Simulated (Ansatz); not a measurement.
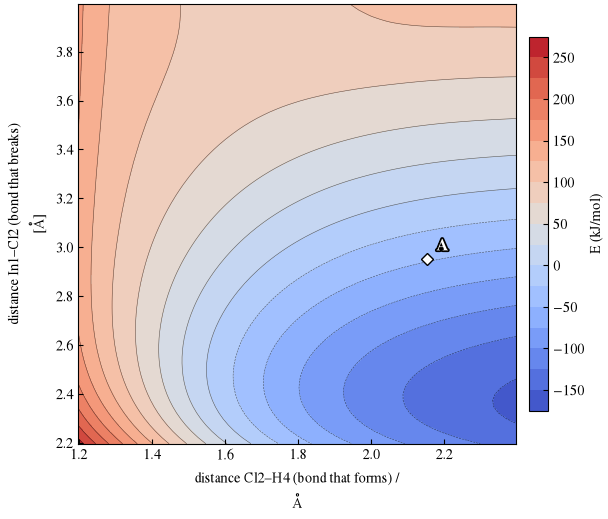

The reacting system CH₃Cl₂In (fragments CH₃Cl₂In where the first distance is long, CH₂ClIn + ClH where the second is long). 
- First axis: distance Cl2–H4 (bond that forms). Second axis: distance In1–Cl2 (bond that breaks).
- Relaxed at each point: all other coordinates.
- Grid: 13 × 13 points.
- Points are written as (first, second).
- All energies are given in kJ/mol relative to a guessed transition structure relaxed with its forming and breaking bonds held.
- The reference is spin-restricted, so regions where a bond is pulled apart into radicals lie too high.
- Method: Ansatz 0.2.0, RKS SPW92 (LDA)/def2-SVP.

In the figure: filled contours, the point A. Between grid points the surface is interpolated.

> Which way does the force act at A, and how strong is it?

A, at (2.152 Å, 2.953 Å), is not a stationary point. The computed force is 63 kJ/mol for each Å towards larger values of the first coordinate and 200 kJ/mol for each Å towards smaller values of the second coordinate.
